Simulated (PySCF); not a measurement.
# F3GaH3N (Ga(NH3)F3): what the fields show

Input

```
{"job": {"kind": "uv", "xc": "PBE0", "basis": "def2-SVPD", "ip": false, "nstates": 15}, "charge": 0, "multiplicity": 1}
Ga    -0.004305     0.000685    -1.058661
N      0.040031    -0.021942     0.996636
H     -0.904830     0.070901     1.372679
H      0.602397     0.749377     1.359546
H      0.435803    -0.895521     1.347224
F      1.711988    -0.021292    -1.415916
F     -0.851288     1.513889    -1.326713
F     -0.891556    -1.481746    -1.358514
```

Launched as:

```sh
OMP_NUM_THREADS=1 python probes_run.py task.json out
```

Geometry: PBE0-D3(BJ)/def2-SVP.

Computed with PBE0/def2-SVPD, SCF density, gas phase in PySCF 2.14.0.

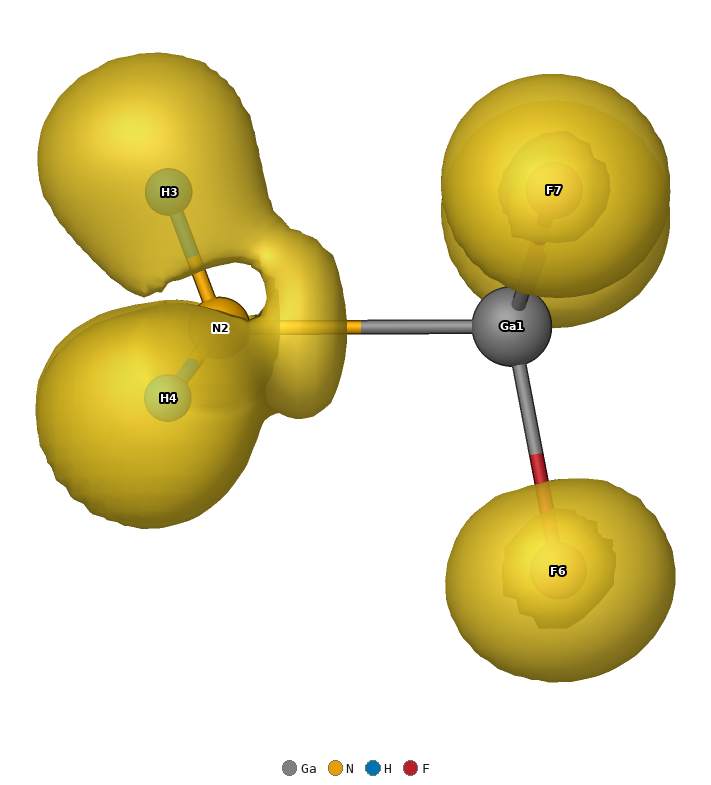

Figure 1. Isosurface of the ELF at 0.75 (yellow), seen from one side. Core shells and regions of very low density are left out.

What do the ELF domains correspond to?

Answer. At this value the surface marks out three regions wrapped around F (the valence shell of each) and one joined region spread over several atoms (H, N), in which their bonds and any lone pairs are merged. Profiles from the grid: Ga–F (1.75 Å): the ELF peaks at about 0.85 in the valence shell of F, 0.6 Å from its nucleus, and is about 0.15 at the midpoint. Ga–N (2.06 Å): the ELF peaks at about 0.95 in the valence shell of N, 0.6 Å from its nucleus, and is about 0.35 at the midpoint.

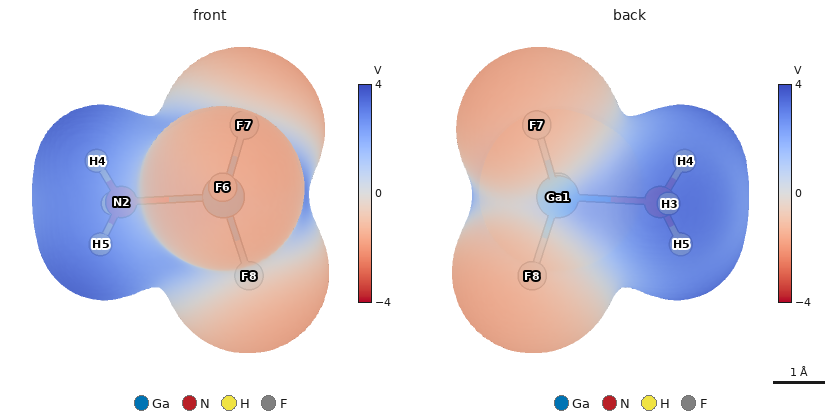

Figure 2. The electrostatic potential painted on the density surface at 0.002 e/bohr³, seen from the front and from behind; the colour scale runs from red (negative) to blue (positive).

Which sites attract a positive test charge, and which a negative one?

Answer. A positive charge is drawn to the negative regions and a negative charge to the positive ones. The most negative region (about −1.6 V) lies over F6, F7 and F8, the most positive (about +3.3 V) over H3, H4 and H5.

How polar is the molecule by this calculation?

Answer. Its dipole moment is 6.58 D.
